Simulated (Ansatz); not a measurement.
```yaml
crystal:
  lattice:
    - [4.35809, 0.00000, 0.00000]
    - [-2.17905, 3.77422, 0.00000]
    - [0.00000, 0.00000, 6.44135]
  atoms:
    - { symbol: Zr, position: [0.33333, 0.66667, 0.71831] }
    - { symbol: Zr, position: [0.66667, 0.33333, 0.28169] }
    - { symbol: Se, position: [0.00000, 0.00000, 0.00000] }
    - { symbol: S, position: [0.33333, 0.66667, 0.32449] }
    - { symbol: S, position: [0.66667, 0.33333, 0.67551] }
```

Space group P-3m1; a structure generated by program, which may or may not match a known phase.

Method: DFT PBE, scalar-relativistic, plane waves, PAW in Ansatz 0.2.0.

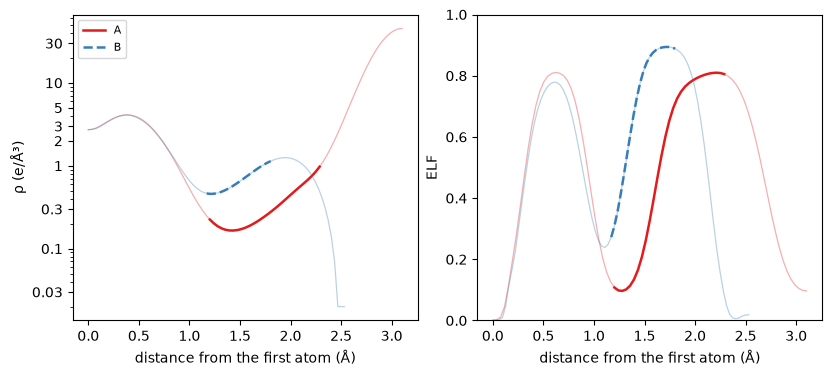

Zr$_{2}$SeS$_{2}$. Valence charge density (pseudo) and electron localisation function along straight lines between neighbouring atoms. Thin, pale parts lie inside the atomic spheres.

The density is the valence pseudo-density of a PAW calculation; it isn't the true density close to the nuclei.

Which curve belongs to which contact (Zr–S and Zr–Se)? The first atom named is at distance zero.

Curve A: Zr–Se (3.10 Å): the density is about 0.18 e/Å³ at the midpoint; the ELF is about 0.35 at the midpoint and 0.10 at its lowest between the atoms; no shared electron pair shows on this line. Curve B: Zr–S (2.53 Å): ρ at the midpoint is about 0.46 e/Å³; the ELF peaks at about 0.90 in the valence shell of S, 0.8 Å from its nucleus, and is about 0.40 at the midpoint.
